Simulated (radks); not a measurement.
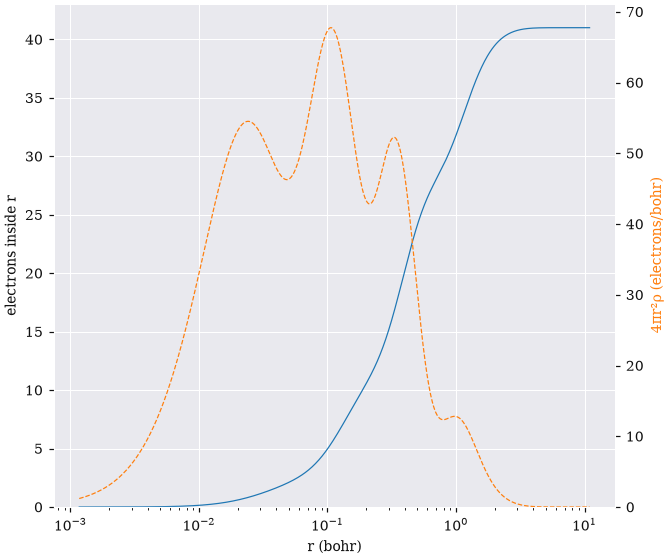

The technetium ion Tc²⁺; electrons: [Kr] 4d5. Method: scalar-relativistic Kohn-Sham, PBEsol, spin-unpolarised, spherical densities, finite nucleus; computed with the in-house radial solver radks.

```
Z 43
configuration [Kr] 4d5 5s0 5p0 4f0
relativity scalar-relativistic
functional pbe_sol,pbe_sol
spin unpolarised
nucleus finite rms 4.4112 fm
c 137.035999084
```

The plot shows the number of electrons inside radius r (solid) and the radial density 4πr²ρ (dashed).

**Describe it and give its main numbers.**

The count levels off at 41 electrons. Half of them lie within 0.405 bohr, 90 % within 1.48 bohr and 99 % within 2.70 bohr. The radial density has minima at 0.0483, 0.212 and 0.794 bohr, where the count stands at 2.0, 11.1 and 29.2; these part the shells that the density resolves.
